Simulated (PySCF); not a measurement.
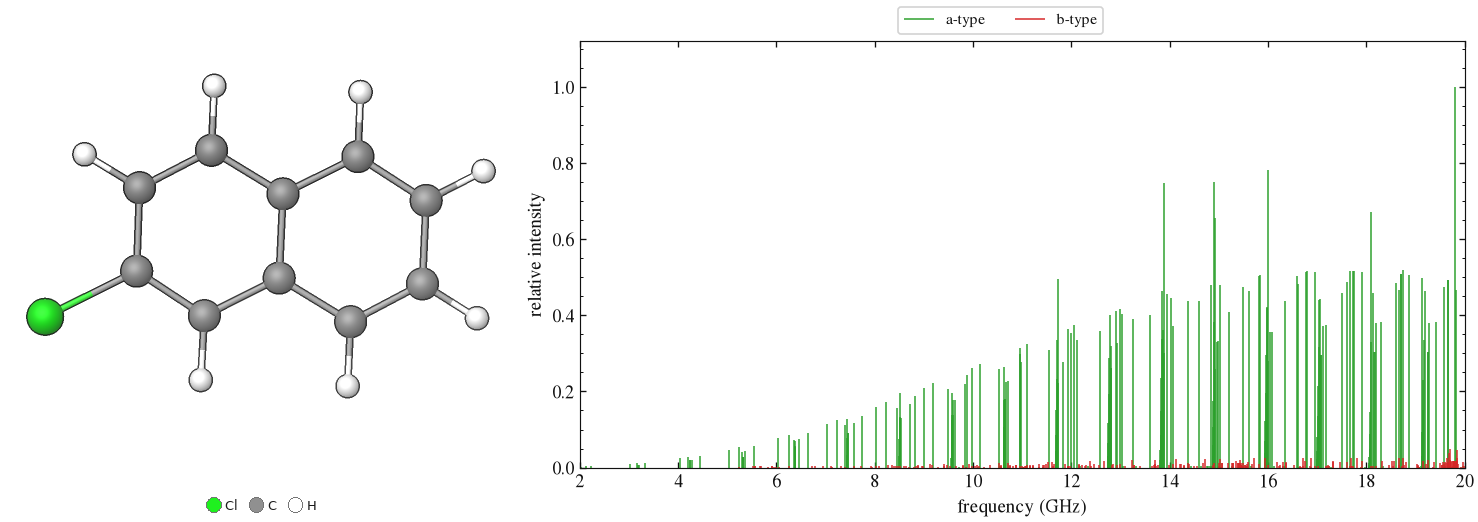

C₁₀H₇Cl (2-chloronaphthalene), SMILES Clc1ccc2ccccc2c1. Simulated rotational absorption lines between 2 and 20 GHz at 5 K: rigid rotor with the equilibrium constants and dipole of one optimised conformer (PBE0-D3(BJ)/def2-SVP, PySCF 2.14.0), commonest isotopes; no centrifugal distortion, hyperfine structure, internal rotation or nuclear-spin weights; lines within 1 MHz of each other are summed. Lines of different type are drawn apart.

Q: What are the rotational constants, and what kind of rotor is it?

A: Rotational constants A, B, C = 2.738, 0.5813, 0.4795 GHz; Ray's κ = −0.91, a near-prolate asymmetric top.

Q: Which dipole components drive the lines?

A:
|μa|, |μb|, |μc| = 1.66, 0.40, 0.00 D; a-type lines carry 96 % of the intensity in this range.

Note: coarse grid, loose stop and no frequency check, small forces are noise and the end may be a saddle.
